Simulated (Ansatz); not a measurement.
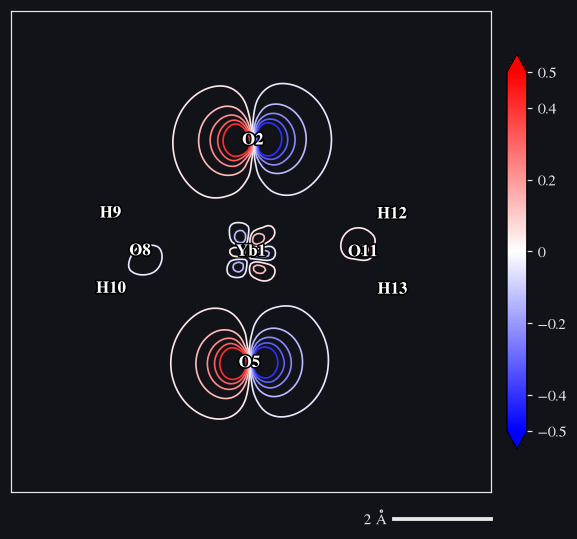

The picture shows: H$_{12}$O$_{6}$Yb (charge +3, doublet). The HOMO (β) on the plane of atoms Yb1, O11 and H13 (values in Å⁻³ᐟ²; the overall sign is arbitrary).

Geometry: PBE-D4/def2-SVP.

These are results of UKS PBE0-D4/def2-TZVP (Ansatz), not measurements.

```xyz
19

Yb   -0.0015    0.0008   -0.0015
O     0.1427    0.1852    2.2864
H     0.1491    1.0044    2.8369
H     0.2896   -0.5425    2.9372
O    -0.1377   -0.1846   -2.2891
H    -0.2812    0.5428   -2.9413
H    -0.1417   -1.0039   -2.8393
O     2.2831    0.1914   -0.1787
H     2.9501    0.2767    0.5440
H     2.8267    0.1289   -1.0005
O    -2.2856   -0.1919    0.1813
H    -2.8272   -0.1319    1.0048
H    -2.9543   -0.2788   -0.5395
O    -0.1831    2.2843   -0.1994
H    -0.9978    2.8405   -0.1658
H     0.5524    2.9399   -0.2625
O     0.1792   -2.2831    0.1982
H    -0.5565   -2.9384    0.2637
H     0.9937   -2.8397    0.1650
```

Question: Describe this orbital and give its energy.

Answer: By Hirshfeld shares it lies mainly on O2 (about 20 %), O5 (about 20 %), O11 (about 20 %) and O8 (about 20 %); it is ungerade (odd under inversion); largely a combination of lone pairs on O2, O5, O11 and O8. It is one of a degenerate set, so its orientation is arbitrary. Its energy is −22.92 eV.
